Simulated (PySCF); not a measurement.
SMILES C(/O)=C/c1ccccc1 at its GFN2-xTB optimised geometry (Å):

```
17

O      0.2533    -2.6490    -0.0292
C     -1.0461    -2.2385    -0.0147
C     -1.4523    -0.9659    -0.0012
C     -0.6568     0.2497     0.0000
C     -1.3175     1.4812     0.0011
C     -0.6116     2.6677     0.0007
C      0.7737     2.6524    -0.0001
C      1.4422     1.4393     0.0000
C      0.7393     0.2497     0.0000
H      0.3005    -3.6095    -0.0429
H     -1.7885    -3.0293    -0.0150
H     -2.5229    -0.8153     0.0086
H     -2.3987     1.5012     0.0020
H     -1.1419     3.6095     0.0010
H      1.3275     3.5799    -0.0007
H      2.5229     1.4210    -0.0001
H      1.2697    -0.6876     0.0001
```

Method: B3LYP/def2-SVP run with PySCF.

Map of the Laplacian of the electron density (e/bohr⁵) on the plane z = 0.6 Å:

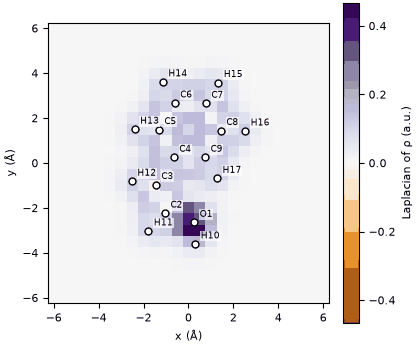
*Laplacian of the electron density (e/bohr⁵) on the plane z = 0.6 Å.*
